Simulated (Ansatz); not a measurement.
## Molecular dynamics of C$_{2}$H$_{8}$O$_{4}$Si (part 3 of 3)

The same run, continued: C$_{2}$H$_{8}$O$_{4}$Si; RKS r2SCANh-D4/STO-3G (Ansatz 0.2.0). One setting was made poor on purpose. It belongs to a series of runs on one base structure; here: dynamics from the start.

Geometry of the input (Å):
```
Si -0.1693  -0.0935  -0.0953
O  0.2775  -0.5029  1.5005
C  -0.8580  -0.3723  2.3984
H  -1.6924  -1.0634  2.1529
H  -0.5101  -0.6206  3.4172
H  -1.2773  0.6551  2.4269
O  1.2957  -0.0340  -0.9560
C  2.1924  -1.1144  -0.5781
H  1.8442  -2.1121  -0.9224
H  3.1658  -0.9226  -1.0642
H  2.3654  -1.1811  0.5151
O  -0.8892  1.4298  -0.2073
H  -1.7849  1.2325  -0.6404
O  -1.3421  -1.1403  -0.7351
H  -0.9248  -2.0639  -0.7241
```

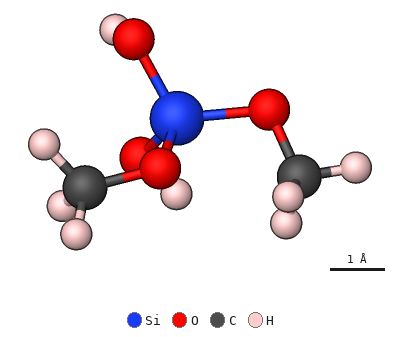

**Figure 1.** The geometry at step 92 of the log (ball-and-stick view, seen at a tilt).

Trajectory as extended XYZ, continued
```
15
Properties=species:S:1:pos:R:3:forces:R:3 step=35 time_fs=8.8 energy=-18035.81586 temperature=554.4
Si   -0.1717   -0.0872   -0.1026   -0.0676   0.5440  -0.6427
O     0.3098   -0.4456    1.4637   -0.0031  -0.5121   0.7830
C    -0.8379   -0.4417    2.3465   -1.1347   0.0584  -0.0531
H    -1.7081   -1.1026    2.0406    0.8564   0.3096  -0.0350
H    -0.5391   -0.7762    3.3534    0.2306   0.0476   0.0482
H    -1.2683    0.5821    2.4308    0.0483  -0.1055   0.2203
O     1.3034   -0.0350   -0.9455    0.6214  -0.4266  -1.0120
C     2.1997   -1.1370   -0.5420   -0.3847  -0.2610  -0.4155
H     1.7618   -2.1679   -0.6853    0.3039   0.6409  -0.2788
H     3.2290   -1.1186   -1.0325   -1.4733   0.4137   0.2539
H     2.3124   -1.0181    0.5250    0.7902  -0.3186   1.2486
O    -0.9111    1.4512   -0.2019    0.1768  -0.6563  -0.0983
H    -1.7563    1.2279   -0.7219   -0.0289   0.1379   0.0215
O    -1.3709   -1.1382   -0.6856    0.0544  -0.0910  -0.0963
H    -0.9365   -2.0486   -0.8122    0.0103   0.2189   0.0562
15
Properties=species:S:1:pos:R:3:forces:R:3 step=46 time_fs=11.5 energy=-18035.75045 temperature=335.2
Si   -0.1734   -0.0820   -0.1088    0.2145   0.6822  -0.6324
O     0.3245   -0.4238    1.4528    0.0228  -0.4155   0.8205
C    -0.8448   -0.4718    2.3242    1.2333   0.8573   0.6200
H    -1.6126   -1.1517    1.9376   -0.6419  -0.0379   0.0646
H    -0.5102   -0.8106    3.3266   -0.0858  -0.2736  -0.2414
H    -1.2106    0.5670    2.4862   -0.6489  -0.3529  -0.1647
O     1.3130   -0.0386   -0.9499    0.4323  -0.5911  -0.6733
C     2.1932   -1.1501   -0.5170   -1.9967   1.7022   3.3178
H     1.7446   -2.1369   -0.6389   -0.2399  -0.6660  -0.0834
H     3.1283   -1.1397   -1.0105    1.6318   0.3498  -1.3640
H     2.4027   -0.9773    0.6035   -0.0833  -0.7755  -1.4586
O    -0.9194    1.4558   -0.1998   -0.2266  -0.7149  -0.4123
H    -1.7541    1.2424   -0.7611    0.4128   0.2070   0.3172
O    -1.3849   -1.1348   -0.6632    0.6548  -1.5901  -0.4599
H    -0.9193   -2.0603   -0.8500   -0.6792   1.6190   0.3499
15
Properties=species:S:1:pos:R:3:forces:R:3 step=58 time_fs=14.5 energy=-18035.87139 temperature=196.9
Si   -0.1742   -0.0765   -0.1150    0.1019   0.7907  -0.5818
O     0.3355   -0.4091    1.4480   -0.0349  -0.2450   0.6952
C    -0.8437   -0.4903    2.3105    1.4259   0.3529   0.2818
H    -1.5771   -1.1867    1.8671   -0.6192   0.2733   0.3945
H    -0.4936   -0.8546    3.2933   -0.1625  -0.4182  -0.0555
H    -1.2097    0.5347    2.5172   -0.8324  -0.1911  -0.2849
O     1.3219   -0.0438   -0.9558    0.0521  -0.6174  -0.1696
C     2.1799   -1.1514   -0.4833    0.1546   1.0680   0.1818
H     1.7202   -2.1482   -0.6090    0.0078  -0.1771   0.1087
H     3.1260   -1.1345   -1.0649   -0.3282   0.0470  -0.0801
H     2.4670   -0.9934    0.5856   -0.2073  -0.3959  -0.3067
O    -0.9260    1.4564   -0.1997    0.5118  -0.5147   0.0584
H    -1.7336    1.2649   -0.7752   -0.2774   0.0042  -0.1543
O    -1.3934   -1.1370   -0.6478   -0.3200   1.0741   0.1848
H    -0.9378   -1.9914   -0.8619    0.5276  -1.0509  -0.2722
15
Properties=species:S:1:pos:R:3:forces:R:3 step=69 time_fs=17.2 energy=-18035.88289 temperature=171.0
Si   -0.1745   -0.0708   -0.1208    0.1724   0.6927  -0.4344
O     0.3429   -0.4000    1.4477   -0.1846  -0.0779   0.5227
C    -0.8352   -0.5010    2.3026    0.3954  -0.3161  -0.1408
H    -1.5926   -1.1926    1.8446    0.0309   0.5306   0.5387
H    -0.4930   -0.9122    3.2661   -0.1352  -0.2139   0.1170
H    -1.2634    0.4982    2.5203   -0.3922  -0.1160  -0.1535
O     1.3283   -0.0501   -0.9606   -0.3100  -0.4719   0.2288
C     2.1702   -1.1465   -0.4588    0.6829  -0.2945  -2.9049
H     1.7039   -2.1673   -0.5814    0.3269   0.6253   0.1623
H     3.1130   -1.1269   -1.1130   -1.2271  -0.1637   0.8382
H     2.5009   -1.0309    0.5568    0.1747   0.1747   1.4262
O    -0.9287    1.4545   -0.1995    0.3346  -0.3349  -0.0296
H    -1.7324    1.2820   -0.7916   -0.1010  -0.0251  -0.0457
O    -1.3999   -1.1355   -0.6368    0.1316   0.2630  -0.0451
H    -0.9260   -1.9911   -0.8832    0.1007  -0.2723  -0.0801
15
Properties=species:S:1:pos:R:3:forces:R:3 step=81 time_fs=20.2 energy=-18035.85224 temperature=275.6
Si   -0.1742   -0.0617   -0.1291    0.3390   0.3122  -0.1463
O     0.3508   -0.3895    1.4503   -0.3904   0.1030   0.2130
C    -0.8219   -0.5158    2.2929   -0.5611  -0.1754   0.4888
H    -1.6131   -1.1600    1.8599    0.0882  -0.2746  -0.1470
H    -0.5049   -0.9977    3.2411   -0.1173   0.3453  -0.0383
H    -1.3587    0.4426    2.5111    0.5975  -0.1081   0.1201
O     1.3341   -0.0602   -0.9652   -0.7917  -0.0767   0.4553
C     2.1633   -1.1417   -0.4469   -0.0472  -0.0743   0.5497
H     1.7074   -2.1455   -0.5353   -0.1893  -0.1215  -0.0004
H     3.0117   -1.1319   -1.1116    1.1922  -0.2279  -0.4673
H     2.5466   -1.0634    0.6150   -0.5272   0.3597  -0.7977
O    -0.9303    1.4504   -0.1998   -0.2046  -0.0275  -0.3528
H    -1.7366    1.3006   -0.8125    0.3879  -0.0226   0.2993
O    -1.4068   -1.1326   -0.6240    0.9635  -1.2888  -0.6138
H    -0.9070   -2.0080   -0.9125   -0.7394   1.2772   0.4374
15
Properties=species:S:1:pos:R:3:forces:R:3 step=92 time_fs=23.0 energy=-18035.61094 temperature=323.7
Si   -0.1728   -0.0492   -0.1399    0.1921  -0.2209   0.3088
O     0.3584   -0.3759    1.4548   -0.5385   0.2376  -0.1979
C    -0.8091   -0.5359    2.2839   -1.4950  -0.3559   0.7412
H    -1.6301   -1.1388    1.8696    0.2050  -0.9526  -0.8115
H    -0.5290   -1.0779    3.2094    0.1118   0.6143   0.0970
H    -1.4309    0.3670    2.5094    1.2233   0.4445   0.4346
O     1.3370   -0.0733   -0.9685   -1.1151   0.3798   0.4301
C     2.1552   -1.1365   -0.4312    0.4918  -0.0843   1.1545
H     1.6981   -2.1243   -0.4763   -0.5877  -0.7566  -0.1075
H     2.9658   -1.1587   -1.1360    1.5082  -0.2839  -0.3922
H     2.5650   -1.0716    0.6414   -0.6079   0.6085  -1.4112
O    -0.9328    1.4450   -0.2016    0.3776   0.4207   0.1364
H    -1.7166    1.3209   -0.8191   -0.2702  -0.1612  -0.2083
O    -1.4109   -1.1342   -0.6108   -0.0359   1.2616   0.2413
H    -0.9332   -1.9450   -0.9206    0.5406  -1.1518  -0.4152
15
Properties=species:S:1:pos:R:3:forces:R:3 step=104 time_fs=26.0 energy=-18035.51892 temperature=459.8
Si   -0.1700   -0.0313   -0.1552    0.2614  -1.0381   1.0422
O     0.3668   -0.3538    1.4605   -0.6614   0.3071  -0.5162
C    -0.8019   -0.5696    2.2753   -2.2242  -1.2091  -0.2167
H    -1.6292   -1.1852    1.8159    0.9671  -0.2139  -0.4354
H    -0.5536   -1.1456    3.1735    0.4739   0.2920   0.4945
H    -1.4315    0.2951    2.5463    0.8529   0.9338   0.4537
O     1.3350   -0.0910   -0.9710   -0.9608   0.6981   0.0982
C     2.1470   -1.1311   -0.4027    1.0690  -2.2612  -4.0477
H     1.6400   -2.1445   -0.3965    0.2905   0.6347  -0.0880
H     3.0129   -1.2234   -1.1886   -1.2431  -0.0439   1.9100
H     2.5467   -1.0252    0.5791    0.6786   0.8858   1.6585
O    -0.9349    1.4395   -0.2039    0.0646   0.9665   0.0024
H    -1.7054    1.3376   -0.8437   -0.1583  -0.1452  -0.1283
O    -1.4166   -1.1309   -0.5899    0.4356   0.5958  -0.0827
H    -0.9354   -1.9323   -0.9642    0.1542  -0.4024  -0.1447
15
Properties=species:S:1:pos:R:3:forces:R:3 step=115 time_fs=28.8 energy=-18035.72683 temperature=413.0
Si   -0.1667   -0.0169   -0.1669    0.4573  -1.6409   1.6568
O     0.3717   -0.3318    1.4636   -0.7756   0.2291  -0.5619
C    -0.8074   -0.6079    2.2667   -1.0961  -0.7540  -0.0992
H    -1.5688   -1.2473    1.7339    0.4830   0.3828   0.1096
H    -0.5461   -1.1864    3.1691    0.4314   0.1340   0.0920
H    -1.3707    0.2858    2.6102    0.2820   0.2029  -0.0702
O     1.3287   -0.1047   -0.9730   -0.5539   0.7136  -0.4863
C     2.1454   -1.1378   -0.3948    0.3898  -1.6742  -1.3161
H     1.5999   -2.1307   -0.3270    0.5645   0.6525   0.0696
H     2.9938   -1.2890   -1.1262   -0.4825   0.0523   0.7716
H     2.5615   -0.9242    0.5996    0.0832   0.2546   0.3064
O    -0.9366    1.4385   -0.2061   -0.7156   1.3178  -0.5819
H    -1.7043    1.3432   -0.8742    0.4415  -0.0520   0.3859
O    -1.4200   -1.1250   -0.5708    1.3807  -1.3624  -1.1433
H    -0.9251   -1.9515   -1.0142   -0.8896   1.5439   0.8670
15
Properties=species:S:1:pos:R:3:forces:R:3 step=127 time_fs=31.8 energy=-18035.69559 temperature=140.1
Si   -0.1632   -0.0098   -0.1719    0.1954  -1.6959   1.9993
O     0.3722   -0.3141    1.4637   -0.7877   0.0843  -0.5539
C    -0.8167   -0.6403    2.2602    0.8083   0.4840   0.6705
H    -1.4989   -1.2748    1.6756   -0.6496   0.0768   0.0721
H    -0.5141   -1.2082    3.1693    0.1460   0.0471  -0.3683
H    -1.3074    0.2889    2.6527   -0.2284  -0.4878  -0.4629
O     1.3219   -0.1122   -0.9766   -0.0814   0.4498  -0.9492
C     2.1456   -1.1503   -0.3942   -0.4628   1.0470   2.4288
H     1.5993   -2.0890   -0.2682   -0.1096  -0.6430   0.2791
H     2.9659   -1.3392   -1.0441    1.4234  -0.2041  -1.2363
H     2.5751   -0.8357    0.6280   -0.6120  -0.5938  -1.3297
O    -0.9403    1.4432   -0.2098   -0.0290   1.2795  -0.1050
H    -1.6834    1.3434   -0.8795   -0.2316  -0.0665  -0.1743
O    -1.4177   -1.1245   -0.5600    0.2565   0.9244   0.0881
H    -0.9611   -1.8912   -1.0094    0.3624  -0.7017  -0.3582
15
Properties=species:S:1:pos:R:3:forces:R:3 step=138 time_fs=34.5 energy=-18035.75913 temperature=162.9
Si   -0.1603   -0.0092   -0.1704   -0.0058  -1.3356   1.9189
O     0.3691   -0.3017    1.4613   -0.7059  -0.0315  -0.4727
C    -0.8189   -0.6602    2.2588    1.3345   0.4137  -0.0930
H    -1.4896   -1.2853    1.6436   -0.6017   0.1266   0.3371
H    -0.4811   -1.2212    3.1481    0.0300  -0.2426  -0.1048
H    -1.2806    0.2636    2.6531   -0.6890  -0.1047  -0.2021
O     1.3168   -0.1154   -0.9831    0.1990   0.0797  -1.0120
C     2.1442   -1.1546   -0.3831    0.4501   0.1305  -0.5609
H     1.5968   -2.0949   -0.2113    0.0276  -0.3243   0.1008
H     3.0172   -1.3818   -1.0507   -0.6433   0.2695   0.1586
H     2.5504   -0.8093    0.5746    0.2089  -0.1026   0.4967
O    -0.9432    1.4519   -0.2130    0.0399   0.9903  -0.1690
H    -1.6802    1.3393   -0.8909   -0.1818  -0.0405  -0.1266
O    -1.4146   -1.1211   -0.5529    0.2004   0.7871   0.0582
H    -0.9690   -1.8836   -1.0228    0.3371  -0.6154  -0.3293
15
Properties=species:S:1:pos:R:3:forces:R:3 step=150 time_fs=37.5 energy=-18035.72173 temperature=294.2
Si   -0.1566   -0.0129   -0.1618   -0.1939  -0.4999   1.3442
O     0.3608   -0.2860    1.4555   -0.6147  -0.1791  -0.1346
C    -0.8118   -0.6827    2.2561    0.6379   0.1527  -0.9946
H    -1.5289   -1.2856    1.6359    0.2046   0.2226   0.6244
H    -0.4359   -1.2598    3.1115   -0.1370  -0.2688   0.1858
H    -1.3082    0.2204    2.6361   -0.5109   0.1374   0.2421
O     1.3114   -0.1191   -0.9975    0.3835  -0.4803  -0.7260
C     2.1449   -1.1596   -0.3725    0.0381  -1.0116  -1.6001
H     1.5998   -2.1260   -0.1310    0.4768   0.7861  -0.3711
H     3.0333   -1.4131   -1.0520   -1.3399   0.4428   0.6646
H     2.5390   -0.7830    0.5522    0.6974   0.2804   1.3243
O    -0.9470    1.4690   -0.2185   -0.2599   0.3548  -0.6378
H    -1.6881    1.3306   -0.9129    0.3836   0.0491   0.3856
O    -1.4088   -1.1132   -0.5441    0.9086  -1.3781  -1.2304
H    -0.9563   -1.9138   -1.0594   -0.6743   1.3920   0.9236
```

Summary

| quantity | value |
| --- | --- |
| outcome | finished |
| mean temperature over the second half | 288 K |
| trajectory | 150 steps, 37.5 fs |
| ensemble | nvt_nose_hoover |
| temperature in the input | 300.0 K |
| time step | 0.25 fs |
| potential energy (last step) | −18035.7217 eV |
| mean-field energy (last step) | −18035.6289 eV |
| largest force (length of the vector) (last step) | 2.059 eV/Å |
| wall time | 17 min |
| peak memory | 0.18 GiB |

Notes

A deliberately poor setting: thermostat time. So short a trajectory is not equilibrated.
